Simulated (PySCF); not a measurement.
```xyz
8

P     1.6980   -0.1763   -0.1757
P    -0.0123   -0.5005    1.2455
P    -1.6075   -0.3563   -0.3290
H     1.6268    1.2483   -0.0618
H     2.6824   -0.2633    0.8589
H     0.0700   -1.9250    1.1209
H    -1.7179    1.0646   -0.2016
H    -2.6665   -0.5764    0.6074
```

Geometry: PBE0-D3(BJ)/def2-SVP.

The calculation used PySCF 2.14.0, CAM-B3LYP/def2-SVPD, SCF density, gas phase.

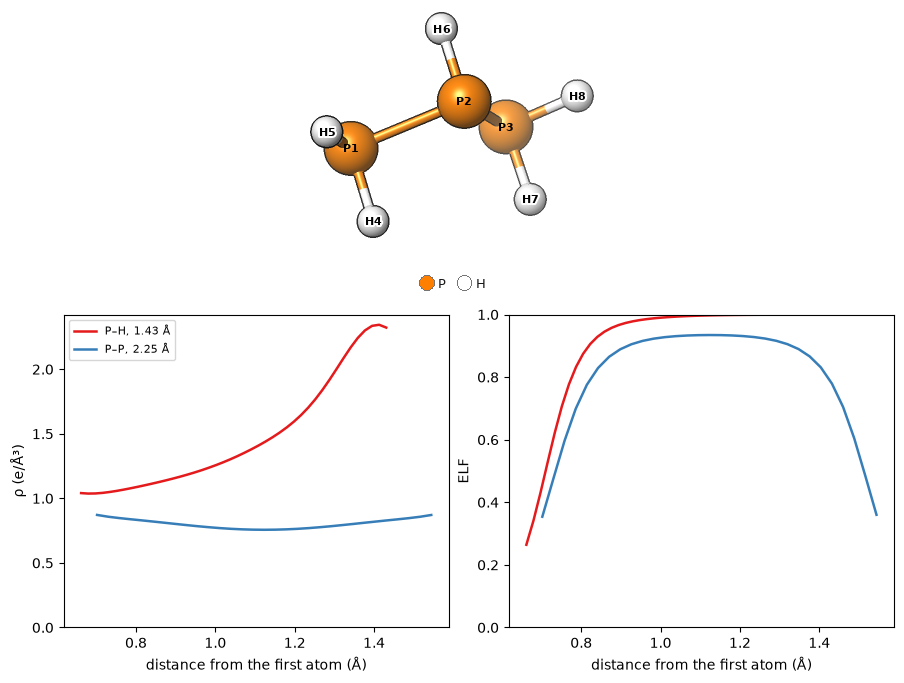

H5P3 (SMILES PPP). Electron density and electron localisation function along straight lines between neighbouring atoms. The curves leave out the atomic cores. The structure is drawn too.

Compare the contacts.

Answer. P–H (1.43 Å): the density is about 1 e/Å³ at the midpoint; the ELF climbs to about 1 towards the hydrogen, as it does in any bond to H.
P–P (2.25 Å): the density is about 0.76 e/Å³ at the midpoint; the ELF peaks at about 0.95 between the atoms (localised, covalent bonding).
